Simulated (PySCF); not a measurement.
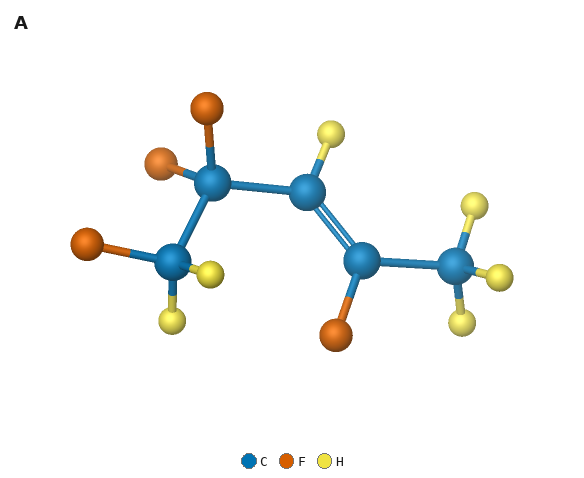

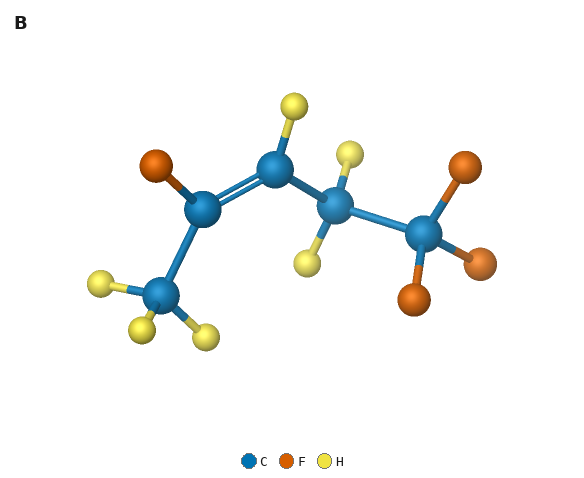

2 stationary structures of one formula. Geometries: GFN2-xTB. Electronic energies: PBE0/pcSseg-1 (PySCF 2.14.0), without zero-point energy. No frequency run is at hand to confirm each as a minimum. Each is one conformer, not always the lowest.

**Are they conformers, stereoisomers or constitutional isomers?**

They are constitutional isomers of C5H6F4: A `C/C(F)=C/C(F)(F)CF`, B `C/C(F)=C\CC(F)(F)F`.

**Rank them by energy, lowest first.**

B is lowest; A lies 71.9 kJ/mol above it.
